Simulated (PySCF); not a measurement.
# C2H3P (ethynylphosphane), step by step

Aim: a saddle-point search (HF/pc-1), then a single-point energy, then the energy (CCSD(T)/6-311+G**) of C2H3P (ethynylphosphane). Input form: a Python script.

The results are computed with PySCF 2.14.0.

### Step 1. The molecule

C2H3P has 6 atoms, charge 0, and is taken as a singlet. As SMILES, `C#CP`. The run starts from this shape.

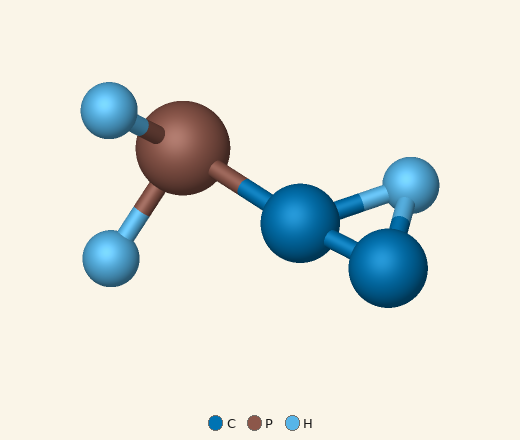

The structure, seen from a chosen angle (carbon blue, phosphorus brown, hydrogen blue).

### Step 2. A saddle-point search at HF/pc-1 (density fitting with def2-universal-jkfit) (run 1)

The input, geometry.xyz:

```xyz
6

C     -1.317670    -0.882830    -0.123830
C     -0.242190    -0.365280     0.019160
P      1.392860     0.234230     0.296320
H     -0.386642    -1.562640     0.386798
H      1.462050     0.935690    -0.914690
H      0.977060     1.373930     0.996910
```

The input, job.py:

```python
# ethynylphosphane
from pyscf import gto
from pyscf.geomopt.geometric_solver import kernel as optimise

mol = gto.M(
    atom='geometry.xyz',
    max_memory=1860,
    basis='pc-1',
    verbose=3,
)

hf = mol.RHF()
hf = hf.density_fit(auxbasis='def2-universal-jkfit')
converged, mol_eq = optimise(hf, maxsteps=60, transition=True, hessian=True)
print('converged:', converged)
print(mol_eq.tostring())

hf.reset(mol_eq)
mol = mol_eq
hf.kernel()
e_tot = hf.e_tot
print('E = %.10f Eh' % e_tot)
```

Run with:

```console
$ OMP_NUM_THREADS=1 python job.py
```

What it wrote:

```text
converged SCF energy = -418.033098659588

maxiter                   60
transition                True
----------------------------------------------------------
 Transition state optimization requested.
Custom engine selected.
Requested bond order-based connectivity but it is not available in the current engine
Bonds will be generated from interatomic distances less than 1.20 times sum of covalent radii
18 internal coordinates being used (instead of 18 Cartesians)
Internal coordinate system (atoms numbered from 1):
Distance 1-2
Distance 1-4
Distance 2-3
Distance 2-4
Distance 3-5
Distance 3-6
Angle 2-1-4
Angle 3-2-4
Angle 2-3-5
Angle 2-3-6
Angle 5-3-6
Angle 1-4-2
LinearAngleX 1-2-3
LinearAngleY 1-2-3
Out-of-Plane 2-1-4-3
Dihedral 4-1-3-5
Dihedral 4-1-3-6
Dihedral 4-2-3-5
Dihedral 4-2-3-6
Dihedral 3-2-4-1
Translation-X 1-6
Translation-Y 1-6
Translation-Z 1-6
Rotation-A 1-6
Rotation-B 1-6
Rotation-C 1-6
> ===== Optimization Info: ====
> Job type: Transition state optimization
> Maximum number of optimization cycles: 60
[... 20 lines left out ...]
WARN: Mole.unit (angstrom) is changed to Bohr
[... 32 lines left out ...]
Step    0 : Gradient = 4.926e-02/9.054e-02 (rms/max) Energy = -418.0330986596
[... 156 lines left out ...]
converged SCF energy = -418.043260319507
[... 168 lines left out ...]
converged SCF energy = -418.043180640191
[... 167 lines left out ...]
converged SCF energy = -418.043258629857
[... 167 lines left out ...]
converged SCF energy = -418.043190331245
[... 167 lines left out ...]
converged SCF energy = -418.043017287421
[... 167 lines left out ...]
converged SCF energy = -418.043087499113
[... 173 lines left out ...]
converged SCF energy = -418.043242985921
[... 167 lines left out ...]
converged SCF energy = -418.043127911814
[... 110 lines left out ...]
Geometry optimization failed to converge in 60 iterations
[... 7 lines left out ...]
converged SCF energy = -418.042567554693
E = -418.0425675547 Eh
```

It took 75 s on 1 thread of Intel Xeon at 2.70GHz, shared host; peak memory 0.34 GiB.

The run stopped without converging.

### Step 3. A single-point energy at HF/pc-1 (density fitting with def2-universal-jkfit) (run 4)

The input, mol.xyz:

```xyz
6
C2H3P
C     -1.317670    -0.882830    -0.123830
C     -0.242190    -0.365280     0.019160
P      1.392860     0.234230     0.296320
H     -2.272100    -1.295750    -0.273880
H      1.462050     0.935690    -0.914690
H      0.977060     1.373930     0.996910
```

The input, calc.py:

```python
# ethynylphosphane
from pyscf import gto

mol = gto.M(
    atom='mol.xyz',
    basis='pc-1',
    spin=0,
    max_memory=1860,
    verbose=3,
    charge=0,
)

hf = mol.RHF()
hf = hf.density_fit(auxbasis='def2-universal-jkfit')
hf.kernel()

e_tot = hf.e_tot
print('Final energy', e_tot)
```

Run with:

```console
$ OMP_NUM_THREADS=1 python calc.py
```

What it wrote:

```text
converged SCF energy = -418.110989402618
Final energy -418.1109894026178
```

Run time: 1.8 s. Hardware: 1 thread of Intel Xeon at 2.70GHz, shared host; peak memory 0.13 GiB.

### Step 4. A single-point energy at CCSD(T)/6-311+G(d,p) (run 6)

The input, input.py:

```python
# ethynylphosphane
from pyscf import gto, cc

molecule = gto.M(
    atom='''
C     -1.317670    -0.882830    -0.123830
C     -0.242190    -0.365280     0.019160
P      1.392860     0.234230     0.296320
H     -2.272100    -1.295750    -0.273880
H      1.462050     0.935690    -0.914690
H      0.977060     1.373930     0.996910
''',
    verbose=4,
    spin=0,
    max_memory=1860,
    symmetry=True,
    basis='6-311+g**',
)

mf = molecule.RHF()
mf.kernel()

mycc = cc.CCSD(mf, frozen=7)
mycc.kernel()
e_t = mycc.ccsd_t()
e_final = mycc.e_tot + e_t
print('Final energy', e_final)
```

Run with:

```console
$ OMP_NUM_THREADS=1 python input.py
```

What it wrote:

```text
PySCF version 2.14.0

[... 68 lines left out ...]
converged SCF energy = -418.167242034683
[... 1 line left out ...]
******** <class 'pyscf.cc.ccsd.CCSD'> ********
CC2 = 0
CCSD nocc = 8, nmo = 85
frozen orbitals 7
max_cycle = 50
direct = 0
conv_tol = 1e-07
conv_tol_normt = 1e-05
diis_space = 6
diis_start_cycle = 0
diis_start_energy_diff = 1e+09
Init t2, MP2 energy = -418.556182881754  E_corr(MP2) -0.388940847071274
Init E_corr(CCSD) = -0.388940847073321
cycle = 1  E_corr(CCSD) = -0.400837744247618  dE = -0.0118968972  norm(t1,t2) = 0.0585835
cycle = 2  E_corr(CCSD) = -0.414818415818799  dE = -0.0139806716  norm(t1,t2) = 0.0210112
cycle = 3  E_corr(CCSD) = -0.416792762512163  dE = -0.00197434669  norm(t1,t2) = 0.00917987
cycle = 4  E_corr(CCSD) = -0.418795191248468  dE = -0.00200242874  norm(t1,t2) = 0.00396236
cycle = 5  E_corr(CCSD) = -0.418751145425541  dE = 4.40458229e-05  norm(t1,t2) = 0.00105666
cycle = 6  E_corr(CCSD) = -0.418691383257004  dE = 5.97621685e-05  norm(t1,t2) = 0.00028321
cycle = 7  E_corr(CCSD) = -0.418707896183442  dE = -1.65129264e-05  norm(t1,t2) = 9.09695e-05
cycle = 8  E_corr(CCSD) = -0.418710874907729  dE = -2.97872429e-06  norm(t1,t2) = 2.84801e-05
cycle = 9  E_corr(CCSD) = -0.418709629986134  dE = 1.24492159e-06  norm(t1,t2) = 1.15819e-05
cycle = 10  E_corr(CCSD) = -0.41870968018732  dE = -5.02011858e-08  norm(t1,t2) = 5.08804e-06
CCSD converged
E(CCSD) = -418.5859517148701  E_corr = -0.41870968018732
CCSD(T) correction = -0.018605366548636
Final energy -418.60455708141876
```

It took 22 s on 1 thread of Intel Xeon at 2.70GHz, shared host; peak memory 0.46 GiB.

### Step 5. Outcome

| quantity | value |
| --- | --- |
| run 4, HF/pc-1: total energy | -418.11099 Eh |
| run 4, HF/pc-1: dipole moment | 0.75 D |
| run 4, HF/pc-1: HOMO energy | -9.95 eV |
| run 4, HF/pc-1: LUMO energy | 3.59 eV |
| run 4, HF/pc-1: HOMO–LUMO gap | 13.54 eV |
| run 6, CCSD(T)/6-311+G**: total energy | -418.60456 Eh |
| run 6, CCSD(T)/6-311+G**: dipole moment (Hartree–Fock density) | 0.73 D |
| run 6, CCSD(T)/6-311+G**: HOMO energy (Hartree–Fock orbitals) | -9.92 eV |
| run 6, CCSD(T)/6-311+G**: LUMO energy (Hartree–Fock orbitals) | 1.35 eV |
| run 6, CCSD(T)/6-311+G**: HOMO–LUMO gap (Hartree–Fock orbitals) | 11.27 eV |
| run 6, CCSD(T)/6-311+G**: correlation energy (7 core orbitals frozen) | -437.3 mEh |
| run 6, CCSD(T)/6-311+G**: (T) correction | -18.61 mEh |
| run 6, CCSD(T)/6-311+G**: T1 diagnostic | 0.013 |
| run 1, HF/pc-1 | no result (not converged) |

The triples (run 6, CCSD(T)/6-311+G**) make up 4.3 % of the correlation energy. 1 of the 3 runs did not end normally.
